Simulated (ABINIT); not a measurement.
# Quasiparticle gap of SrTiO3 (Tausonite) in ABINIT, part 2 of 2

How does a plane-wave GW calculation on SrTiO3 (Tausonite) run from the first input to the gap?

ABINIT 10.8.3; PBE and many-body steps on it, plane waves. Known limits of the many-body steps: not at the basis limit; no spin-orbit coupling; coarse k mesh.

So far. Step 2 (Ground state): The gap is indirect, with the least direct gap 0.36 eV higher. Step 3 (Empty states on the mesh, 4×4×4 mesh, 184 bands): On this mesh the gap is 1.908 eV.

## Step 4: Screening, 4×4×4 mesh, 176 bands, screening to 163.3 eV

The RPA dielectric matrix is built and inverted for each q.

This step: RPA screening on PBE, plane waves, norm-conserving pseudopotentials.

run.abi

```
acell 3*1.0 Angstrom
rprim 
  3.905280000000 0.000000000000 0.000000000000
  0.000000000000 3.905280000000 0.000000000000
  0.000000000000 0.000000000000 3.905280000000
ntypat 3
znucl 38 22 8
natom 5
typat 1 2 3 3 3
xred 
  0.500000000000 0.500000000000 0.500000000000
  0.000000000000 0.000000000000 0.000000000000
  0.500000000000 0.000000000000 0.000000000000
  0.000000000000 0.500000000000 0.000000000000
  0.000000000000 0.000000000000 0.500000000000
pp_dirpath "pseudos"
pseudos "Sr.upf, Ti.upf, O.upf"
ecut 38
ngkpt 4 4 4
nshiftk 1
shiftk 0 0 0
kptopt 1
chksymbreak 0
istwfk *1
occopt 1
irdwfk 1
optdriver 3
nband 176
ecuteps 6
inclvkb 2
awtr 1
symchi 1
indata_prefix "in"
outdata_prefix "out"
tmpdata_prefix "tmp"
```

The run is started by

```console
> OMP_NUM_THREADS=1 mpirun -n 4 abinit run.abi > log
```

Numbers of over 12 decimals in the logs are rounded to 6 here.

What it wrote:

```text
.Version 10.8.3 of ABINIT. v10.8.2 released Aug 2026.

 Symmetries : space group Pm -3 m (#221); Bravais cP (primitive cubic)
[... echo of the input left out ...]
== DATASET  1 ==================================================================
-   mpi_nproc: 4, omp_nthreads: 1 (-1 if OMP is not activated)

--- !DatasetInfo
iteration_state: {dtset: 1, }
dimensions: {natom: 5, nkpt: 10, mband: 176, nsppol: 1, nspinor: 1, nspden: 1, mpw: 4632, }
cutoff_energies: {ecut:  38.0, pawecutdg:  -1.0, }
electrons: {nelect:   4.00000000E+01, charge:   0.00000000E+00, occopt:   1.00000000E+00, tsmear:   1.00000000E-02, }

 SCREENING: Calculation of the susceptibility and dielectric matrices

 Based on a program developped by R.W. Godby, V. Olevano, G. Onida, and L. Reining.
 Incorporated in ABINIT by V. Olevano, G.-M. Rignanese, and M. Torrent.
.Using double precision arithmetic ; gwpc =  8

[... cell and pseudopotentials left out ...]
--------------------------------------------------------------------------------

 ==== K-mesh for the wavefunctions ====
 Number of points in the irreducible wedge :    10
[... list of points left out ...]
 Together with 48 symmetry operations and time-reversal symmetry
 yields    64 points in the full Brillouin Zone.

 ==== Q-mesh for the screening function ====
 Number of points in the irreducible wedge :    10
[... list of points left out ...]
 Together with 48 symmetry operations and time-reversal symmetry
 yields    64 points in the full Brillouin Zone.

 setmesh: FFT mesh size selected  =    30x   30x   30
          total number of points  =        27000

 vcoul_init : cutoff-mode = AUXILIARY_FUNCTION
 q-points for optical limit:   1
     1)      0.000010    0.000020    0.000030

- screening: taking advantage of time-reversal symmetry
- Maximum band index for partially occupied states nbvw = 20
- Remaining bands to be divided among processors   nbcw = 156
- Number of bands treated by each node ~39

 Number of electrons calculated from density =   40.0000; Expected =   40.0000
 average of density, n =  0.099519
 r_s =    1.3387
 omega_plasma =   30.4305 [eV]

 calculating chi0 at frequencies [eV] :
  1    0.000000E+00    0.000000E+00
  2    0.000000E+00    3.043050E+01

--------------------------------------------------------------------------------
  q-point number  1        q = ( 0.000000, 0.000000, 0.000000) [r.l.u.]
--------------------------------------------------------------------------------
[... chi0 elements left out ...]
 For q-point:  0.000010 0.000020 0.000030
  dielectric constant =   6.4039
  dielectric constant without local fields =   6.7748

  Average fulfillment of the sum rule on Im[epsilon] for q-point    1 :     73.38  [%]
[... wings left out ...]
  q-point number  2        q = ( 0.250000, 0.000000, 0.000000) [r.l.u.]
--------------------------------------------------------------------------------
[... chi0 elements left out ...]
  Average fulfillment of the sum rule on Im[epsilon] for q-point    2 :     81.73  [%]

 [... 8 further q-points ...]
```

Elapsed: 1.8 min, on 4 MPI ranks of Arm Neoverse V2, shared host; peak memory 1.6 GiB.

Numbers from this step:

```
ε∞ with local fields, on this mesh, along the program's q direction : 6.404
the same without local fields                                       : 6.775
plasma frequency                                                    : 30.43 eV
plane waves in the screening matrix                                 : 257
```

Local fields lower ε∞ by 5 %. On a Γ-centred mesh this coarse the value itself is usually too large, while a short band sum pulls it down.

## Step 5: Self-energy, 4×4×4 mesh, 176 bands, screening to 163.3 eV

The self-energy is evaluated for the states that the input lists, and the levels follow from it, in one-shot runs by the linearised quasiparticle equation.

This step: G0W0 on PBE, plane waves, norm-conserving pseudopotentials.

Edit run.abi of step 4 so:

```diff
@@ -26,8 +26,17 @@
 irdwfk 1
-optdriver 3
+optdriver 4
 nband 176
+gwcalctyp 0
+ecutsigx 38
+symsigma 1
+nkptgw 2
+kptgw 
+  0.5000000000 0.5000000000 0.5000000000
+  0.0000000000 0.0000000000 0.0000000000
+bdgw 
+  18 23
+  18 23
 ecuteps 6
-inclvkb 2
-awtr 1
-symchi 1
+irdscr 1
+ppmodel 1
 indata_prefix "in"
```

What it wrote:

```text
.Version 10.8.3 of ABINIT. v10.8.2 released Aug 2026.

 Symmetries : space group Pm -3 m (#221); Bravais cP (primitive cubic)
[... echo of the input left out ...]
== DATASET  1 ==================================================================
-   mpi_nproc: 4, omp_nthreads: 1 (-1 if OMP is not activated)

--- !DatasetInfo
iteration_state: {dtset: 1, }
dimensions: {natom: 5, nkpt: 10, mband: 176, nsppol: 1, nspinor: 1, nspden: 1, mpw: 4632, }
cutoff_energies: {ecut:  38.0, pawecutdg:  -1.0, }
electrons: {nelect:   4.00000000E+01, charge:   0.00000000E+00, occopt:   1.00000000E+00, tsmear:   1.00000000E-02, }

 SIGMA: Calculation of the GW corrections

 Based on a program developped by R.W. Godby, V. Olevano, G. Onida, and L. Reining.
 Incorporated in ABINIT by V. Olevano, G.-M. Rignanese, and M. Torrent.
.Using double precision arithmetic ; gwpc =  8

[... cell and pseudopotentials left out ...]
--------------------------------------------------------------------------------

 ==== K-mesh for the wavefunctions ====
 Number of points in the irreducible wedge :    10
[... list of points left out ...]
 Together with 48 symmetry operations and time-reversal symmetry
 yields    64 points in the full Brillouin Zone.

 ==== Q-mesh for screening function ====
 Number of points in the irreducible wedge :    10
[... list of points left out ...]
 Together with 48 symmetry operations and time-reversal symmetry
 yields    64 points in the full Brillouin Zone.

 vcoul_init : cutoff-mode = AUXILIARY_FUNCTION
 q-points for optical limit:   1
     1)      0.000010    0.000020    0.000030
 setmesh: FFT mesh size selected  =    45x   45x   45
          total number of points  =        91125

 Number of electrons calculated from density =   40.0000; Expected =   40.0000
 average of density, n =  0.099519
 r_s =    1.3387
 omega_plasma =   30.4305 [eV]

 === KS Band Gaps ===
  >>>> For spin  1
   Minimum direct gap =   2.2628 [eV], located at k-point      :   0.0000  0.0000  0.0000
   Fundamental gap    =   1.9077 [eV], Top of valence bands at :   0.5000  0.5000  0.5000
                                       Bottom of conduction at :   0.0000  0.0000  0.0000
 SIGMA fundamental parameters:
 PLASMON POLE MODEL  1
 number of plane-waves for SigmaX                 4457
 number of plane-waves for SigmaC and W            257
 number of plane-waves for wavefunctions          4457
 number of bands                                   176
 number of independent spin polarizations            1
 number of spinorial components                      1
 number of k-points in IBZ                          10
 number of q-points in IBZ                          10
 number of symmetry operations                      48
 number of k-points in BZ                           64
 number of q-points in BZ                           64
 number of frequencies for dSigma/dE                 9
 frequency step for dSigma/dE [eV]                0.25
 number of omega for Sigma on real axis              0
 max omega for Sigma on real axis  [eV]           0.00
 zcut for avoiding poles [eV]                     0.10

 EPSILON^-1 parameters (SCR file):
 dimension of the eps^-1 matrix on file            257
 dimension of the eps^-1 matrix used               257
 number of plane-waves for wavefunctions          4457
 number of bands                                   176
 number of q-points in IBZ                          10
 number of frequencies                               2
 number of real frequencies                          1
 number of imag frequencies                          1

 matrix elements of self-energy operator (all in [eV])

 Perturbative Calculation

--- !SelfEnergy_ee
iteration_state: {dtset: 1, }
kpoint     : [   0.500,    0.500,    0.500, ]
spin       : 1
KS_gap     :    4.517
QP_gap     :    6.394
Delta_QP_KS:    1.877
data: !SigmaeeData |
     Band     E0 <VxcDFT>   SigX SigC(E0)      Z dSigC/dE  Sig(E)    E-E0       E
       18   6.925 -20.195 -25.189   4.793   0.769  -0.301 -20.349  -0.155   6.771
       19   6.925 -20.195 -25.189   4.793   0.769  -0.301 -20.349  -0.155   6.771
       20   6.925 -20.195 -25.189   4.793   0.769  -0.301 -20.349  -0.155   6.771
       21  11.442 -21.983 -12.959  -6.680   0.735  -0.361 -20.261   1.723  13.165
       22  11.442 -21.983 -12.959  -6.680   0.735  -0.361 -20.261   1.723  13.165
       23  11.442 -21.983 -12.959  -6.680   0.735  -0.361 -20.261   1.723  13.165

--- !SelfEnergy_ee
iteration_state: {dtset: 1, }
kpoint     : [   0.000,    0.000,    0.000, ]
spin       : 1
KS_gap     :    2.263
QP_gap     :    3.838
Delta_QP_KS:    1.575
data: !SigmaeeData |
     Band     E0 <VxcDFT>   SigX SigC(E0)      Z dSigC/dE  Sig(E)    E-E0       E
       18   6.570 -20.542 -25.366   4.610   0.773  -0.293 -20.708  -0.166   6.405
       19   6.570 -20.542 -25.366   4.610   0.773  -0.293 -20.708  -0.166   6.405
       20   6.570 -20.542 -25.366   4.610   0.773  -0.293 -20.708  -0.166   6.405
       21   8.833 -18.883 -11.450  -5.631   0.782  -0.278 -17.473   1.410  10.242
       22   8.833 -18.883 -11.450  -5.631   0.782  -0.278 -17.473   1.410  10.242
       23   8.833 -18.883 -11.450  -5.631   0.782  -0.278 -17.473   1.410  10.242

== END DATASET(S) ==============================================================
================================================================================

 -outvars: echo values of variables after computation  --------
           etotal      0.0000000000E+00
            nband         176
             nkpt          10
          spgroup         221
 [... the other variables as echoed above ...]

 Calculation completed.
```

It took 18 s on 4 MPI ranks; peak memory 1.4 GiB.

Numbers from this step:

```
G0W0 gap on the points computed              : 3.471 eV
starting gap on the mesh                     : 1.908 eV
k of the valence top                         : 0.5, 0.5, 0.5
k of the conduction bottom                   : 0, 0, 0
Z at the valence top                         : 0.769
Z at the conduction bottom                   : 0.782
least direct G0W0 gap on the computed points : 3.837 eV
```

The gap on the mesh goes from 1.91 eV to 3.47 eV, a correction of +1.56 eV.

Limits: finite bands, cutoff and mesh; no spin-orbit coupling; coarse k mesh. v1 is the top filled band, c1 the lowest empty one. The levels before and after the correction (eV, zero at the valence-band top of each column):

|  | conduction bottom | valence top |
| --- | --- | --- |
| Kohn-Sham | 1.91 | 0.00 |
| G0W0 | 3.47 | 0.00 |

|  | level | energy (eV) |
| --- | --- | --- |
| Kohn-Sham | (0.5 0.5 0.5) v3-v1 | 0.000 |
| Kohn-Sham | (0.5 0.5 0.5) c1-c3 | 4.517 |
| Kohn-Sham | Γ v3-v1 | -0.355 |
| Kohn-Sham | Γ c1-c3 | 1.908 |
| G0W0 | (0.5 0.5 0.5) v3-v1 | 0.000 |
| G0W0 | (0.5 0.5 0.5) c1-c3 | 6.394 |
| G0W0 | Γ v3-v1 | -0.366 |
| G0W0 | Γ c1-c3 | 3.471 |

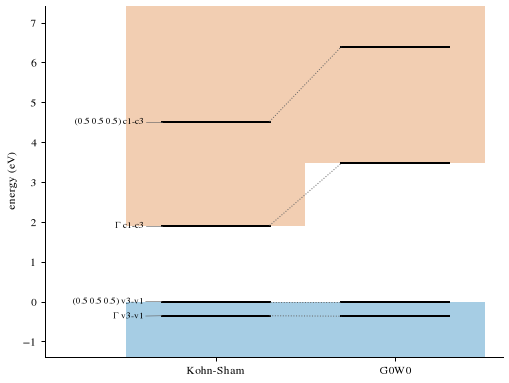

Levels before and after the correction. Shaded: valence and conduction bands.

## Step 6: Where the time went

Times are wall times on 4 MPI ranks of Arm Neoverse V2, shared host, good to a factor of about two.

| step | time | share | memory (GiB) |
| --- | --- | --- | --- |
| ground state | 32 s | 10 % | 0.34 |
| empty states on the mesh | 2.8 min | 52 % | 4.6 |
| screening | 1.8 min | 33 % | 1.6 |
| self-energy | 18 s | 5 % | 1.4 |

## Step 7: Outcome

```yaml
pbe_gap: 1.91 eV, indirect
g0w0_gap_on_the_mesh: 3.47 eV
gw_settings: 4×4×4 mesh, 176 bands, screening to 163.3 eV, Godby-Needs plasmon pole
known_limits: not at the basis limit; no spin-orbit coupling; coarse k mesh
```

G0W0 moves the gap on the mesh from 1.91 eV to 3.47 eV (+1.56 eV), with Z of 0.77 and 0.78 at the edges. Local fields lower the RPA ε∞ on this mesh from 6.77 to 6.40; a Γ-centred mesh this coarse tends to raise both, most where the direct gap is narrow, while a short band sum lowers them. Only 2 of the mesh's irreducible points were corrected, so a valley elsewhere could overtake. The dearest step here is «empty states on the mesh». Against experiment, by G0W0@PBE: the direct gap of 3.84 eV lies +0.07 eV from the measured 3.77 eV (direct, 300 K, 2013). An exciton line or allowed optical edge lies below the quasiparticle gap by the binding energy; a forbidden edge can push the onset above it. The calculation has static nuclei and no excitons; a measured gap holds zero-point and thermal motion, which mostly lowers it. Bands and cutoff are finite, so the gap is not at the basis limit. The miss can reach some tenths of an eV and take either sign; the mesh is an error of its own. In the G0W0 run levels were corrected at 2 k points alone, so a gap called «on the mesh» is the least over those, and an edge elsewhere would be missed. The 4×4×4 mesh is coarse for this cell, which bears on the long-range parts of exchange and screening. This is the ideal cubic cell; many perovskites, halides above all, are cubic only on average, and local tilts or off-centring can widen the gap. The many-body steps are scalar-relativistic: spin-orbit coupling is not in them.

[Paths, hosts, dates, memory and timing lines, banners, echoed tables and standing remarks are left out of the program output.]

[Logs are printed without paths, hosts, clocks, repeated set-up lines and the standing remarks that a program may print on its own settings, such as how far it seeks lower states.]

[Runs of the session that timed out or met a known fault of the program may be left out.]

[Hosts, paths, dates, database ids (printed as entryN), source tags and the programs' standing remarks are cut or masked in the printed files.]

[G0W0 gaps are taken among the corrected bands and points alone; a level outside them can change the order at an edge.]

[Where Ansatz stands beside ABINIT at settings called matched, ABINIT's density can come from a denser mesh and the files from another edition; pairs whose starting gaps differed by over 0.03 eV were left out, so agreement reads better than it is.]
